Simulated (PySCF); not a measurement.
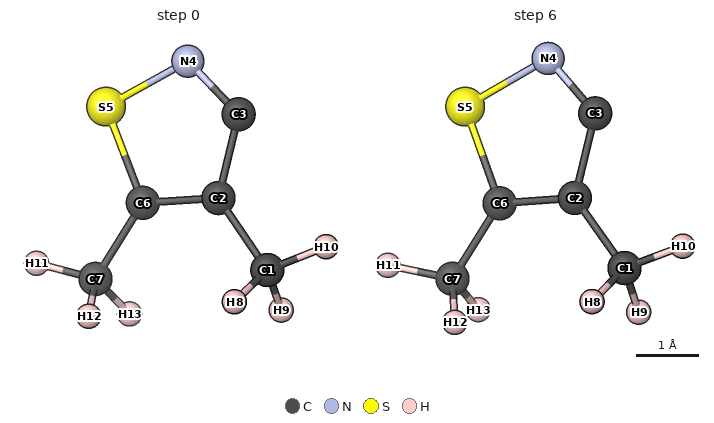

The structure of C5H6NS (multiplicity 2) before (left) and after (right) a relaxation, at one scale.

A ball-and-stick model, seen from a free direction.

The start comes from GFN2-xTB. Its atoms were then displaced at random by about 0.01 Å.

These are results of PBE0-D3(BJ)/def2-SVP geometry optimisation, gas phase (PySCF), not measurements. 

**Describe what moved and what it gained.**

Over 6 geometry steps the energy falls by 3.23 kcal/mol. H13 moves most after the best rigid fit: 0.24 Å. By element the largest moves are H 0.24 Å, N 0.07 Å, C 0.05 Å, S 0.05 Å. Some distances before and after: N4–S5 1.648 → 1.694 Å, C7–H11 1.069 → 1.099 Å, C3–N4 1.290 → 1.269 Å, C1–H8 1.081 → 1.102 Å. Among the angles between lasting bonds that change: H8–C1–H9 111.6° → 107.3°, C3–N4–S5 110.8° → 107.1°, C2–C3–N4 118.6° → 121.8°. The run took 2.2 min on 1 thread of Arm Neoverse N1 (shared host).
